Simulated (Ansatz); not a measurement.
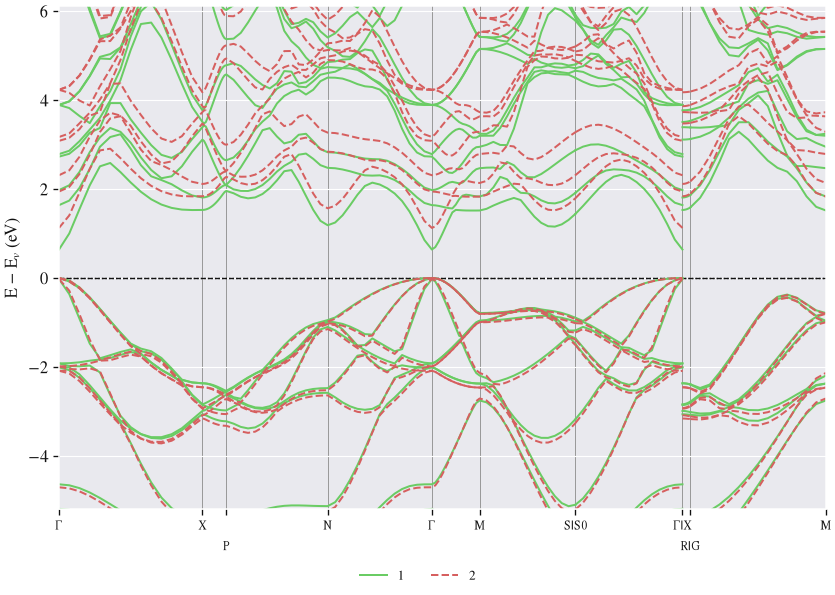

Band structures of AlGa2As3, space group I-4m2, 6 atoms in the cell, by two methods on the same cell. Each is counted from its own valence-band top.

Which curve is which? The methods: r2SCAN, PBE.

1 is PBE; 2 is r2SCAN. PBE gives a gap of 0.64 eV along the path and r2SCAN gives a gap of 1.13 eV along the path.

Settings. PBE: DFT PBE, scalar-relativistic, plane waves, PAW, no spin polarisation, 10×10×10 k mesh, 420 eV cutoff, Gaussian smearing of 0.02 eV (Ansatz). r2SCAN: DFT r2SCAN, scalar-relativistic, plane waves, PAW, no spin polarisation, 10×10×10 k mesh, 500 eV cutoff, Gaussian smearing of 0.02 eV (Ansatz 0.2.0).

The structure is an invented one, so it need not be a known or stable phase.
